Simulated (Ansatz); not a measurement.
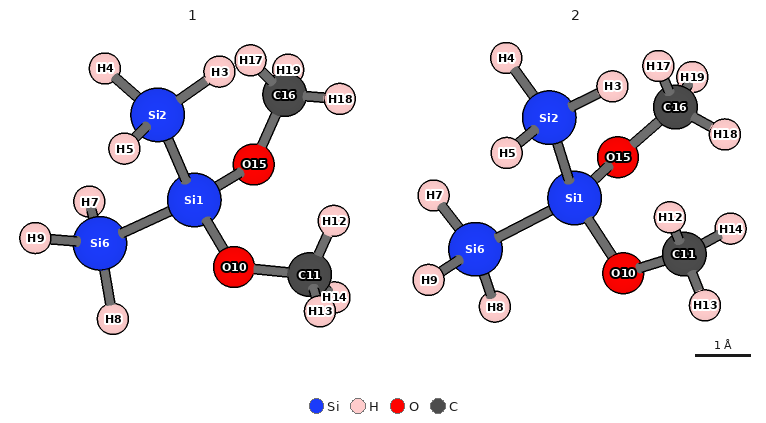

Two geometries of C₂H₁₂O₂Si₃, drawn at one scale. One is the start of a relaxation, the other its converged end. The picture is a ball-and-stick view, seen at a tilt.

Theory: RKS PBE/STO-3G (Ansatz). Settings: no spin polarisation; force threshold 0.02 eV/Å; at most 40 steps.

Which one is relaxed?

Structure 2 is the relaxed one. The run prepares the start of a later molecular dynamics calculation, from a guessed geometry. Over 22 accepted moves (26 points after the start) the energy falls by 77.8 kJ/mol. The largest force component goes from 2.5 to 0.0018 eV/Å. The line search rejected the trial steps at points 10, 11, 24, 25 of the run. The forces were under the threshold at step 12, but the run went on from there. H14 moves most after the best rigid fit: 1.41 Å. Largest moves by element: H 1.41 Å, O 0.61 Å, C 0.44 Å, Si 0.21 Å. Among the contacts that change: Si1–Si2 2.220 → 2.295 Å, Si1–O10 1.679 → 1.751 Å, Si1–Si6 2.220 → 2.272 Å, O10–C11 1.420 → 1.467 Å. Among the angles between lasting bonds that change: Si1–O15–C16 125.0° → 113.3°, Si6–Si1–O10 109.5° → 102.6°, Si1–Si2–H3 109.5° → 114.9°. Groups turn about Si1–O10 by about 50°, Si1–O15 by about 35°, O15–C16 by about 30°. Cost: 3 min on 1 thread of AMD EPYC 7R43 64-Core Processor (Zen 3) (shared host), peak memory 0.16 GiB.

Limits of the set-up: STO-3G is a minimal basis, so the numbers are rough.
